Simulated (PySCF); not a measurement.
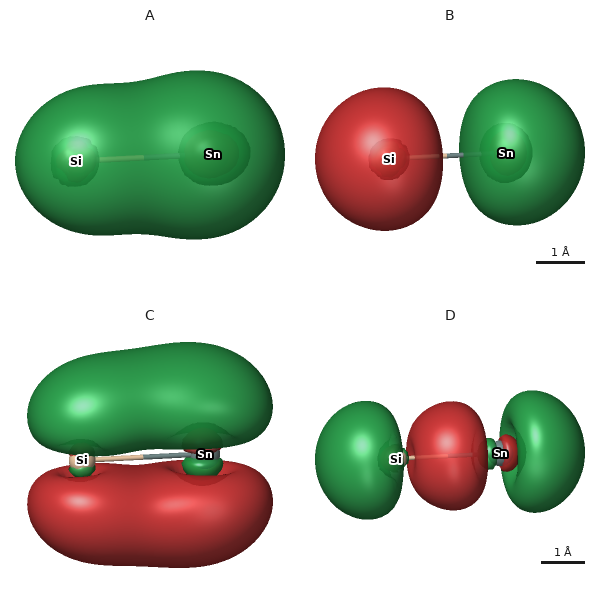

*SiSn (charge +1, quartet). Four frontier β-spin orbitals, each drawn at the value that holds 80 % of its norm (green and red are the two phases), in no order; of a degenerate pair one member is drawn.*

Core potentials replace the inner electrons of Sn.

Method: PySCF, PBE0/def2-SVPD, non-relativistic Hamiltonian with scalar-relativistic core potentials where named, at a bond length of 2.558 Å.

**Label each orbital by symmetry, say whether it is occupied, and order them by energy.**

Orbital A: σ, occupied in this spin, −18.79 eV; shared between the atoms (Si 45 %, Sn 55 %).
Orbital B: σ, occupied in this spin, −15.34 eV; shared between the atoms (Si 55 %, Sn 45 %).
Orbital D: σ, empty in this spin, −9.24 eV; shared between the atoms (Si 50 %, Sn 50 %).
Orbital C: π, empty in this spin, −8.82 eV; bonding, with no node between the atoms.
